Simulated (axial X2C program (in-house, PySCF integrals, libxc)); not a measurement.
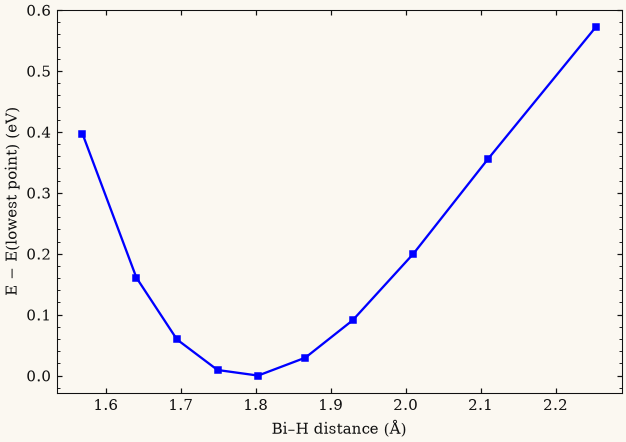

Energy at 10 bond lengths, for one set of occupations held fixed; the line joins the points. A polynomial of degree 6 through 9 points gives rₑ = 1.790 Å, ωₑ = 1778 cm⁻¹, ωₑxₑ = 45 cm⁻¹ and Bₑ = 5.249 cm⁻¹. The minimum lies 1.17 eV below Bi⁺ + H, each computed as one determinant at the same level.

## Relativistic diatomic calculation for BiH⁺

BiH⁺, single determinant with Ω = 1/2. Computed at this level: BHandHLYP, two-component X2C with atomic mean-field Coulomb and Gaunt terms, Bi dyall-cv3z, H dyall-v3z (cores contracted) (axial X2C program (in-house, PySCF integrals, libxc)).

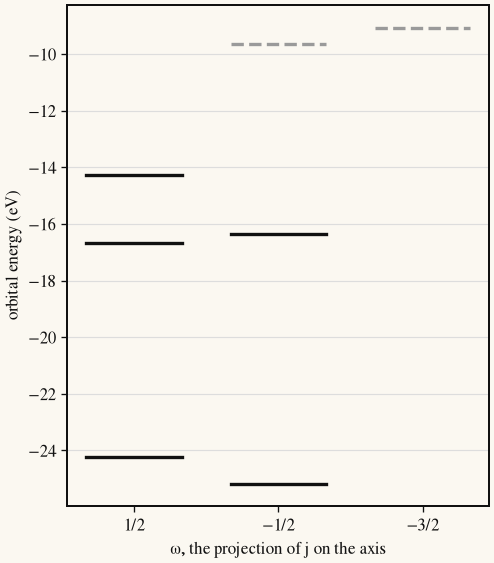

Orbital energies near the frontier at 1.80 Å, filled (solid) and empty (dashed). The highest filled spinor (1/2; 88 % Bi p, 8 % H s) lies at −14.28 eV, the lowest empty one (−1/2; 89 % Bi p, 7 % H s) at −9.64 eV.

Input and output of the run follow.

Input file:
```
{"zs": [83, 1], "q": 1, "bas": ["dyall-cv3z", "dyall-v3z"], "levels": ["PBE0", "HF", "BHandHLYP"], "cc": true, "r0": 1.83, "thr": -2.0, "nmax": 90, "npts": 10, "nst": 2, "ntry": 6}
```

The line is the task of a batch: nuclear charges, charge, bases, the levels to run, a first guess of the distance and further settings. This report covers BHandHLYP with spin-orbit coupling. The log is that of the reference distance 1.803 Å.

Launched within a batch (the task file carries these settings):
```bash
python <driver script> task.json out
```

Log:
```
two-component X2C + atomic mean field  BHandHLYP
basis functions 172  fitting functions 953  grid points 5069
iter        total energy     max residual
   1     -21543.196486357     3.61e-01
   2     -21543.199328774     4.05e-03
   3     -21543.199370884     1.15e-02
   4     -21543.199402270     1.54e-03
   5     -21543.199407485     1.03e-03
   6     -21543.199410317     9.73e-04
   7     -21543.199410551     1.18e-04
   8     -21543.199410574     5.74e-05
   9     -21543.199410579     5.41e-05
  10     -21543.199410580     8.45e-06
converged
one-electron -29448.25844325  Coulomb 8305.49716045  exact exchange -198.85012726  xc functional -204.85881089  nuclear repulsion 24.36034859  atomic mean-field constant -21.08953823
```

The points of the curve:

| R (Å) | E (hartree) | dipole (D; origin at the first atom, positive when the second is positive) | highest filled (eV) | lowest empty (eV) |
| --- | --- | --- | --- | --- |
| 1.569 | −21543.184813 | 0.47 | −14.28 | −9.64 |
| 1.641 | −21543.193508 | 0.37 | −14.28 | −9.64 |
| 1.695 | −21543.197233 | 0.30 | −14.28 | −9.64 |
| 1.749 | −21543.199073 | 0.24 | −14.28 | −9.64 |
| 1.803 | −21543.199411 | 0.19 | −14.28 | −9.64 |
| 1.866 | −21543.198331 | 0.15 | −14.28 | −9.63 |
| 1.929 | −21543.196077 | 0.12 | −14.28 | −9.62 |
| 2.010 | −21543.192060 | 0.12 | −14.28 | −9.59 |
| 2.110 | −21543.186367 | 0.17 | −14.28 | −9.54 |
| 2.254 | −21543.178385 | 0.33 | −14.26 | −9.41 |

Summary:

- outcome: converged
- bond length rₑ: 1.790 Å
- ωₑ: 1778 cm⁻¹
- energy at the minimum: −21543.19945 hartree
- depth below the fragments: 1.17 eV
- hardware: 1 thread of Arm Neoverse V1, 24 GiB of memory available, shared host
- wall time: 7.1 s
- peak memory: 0.94 GiB
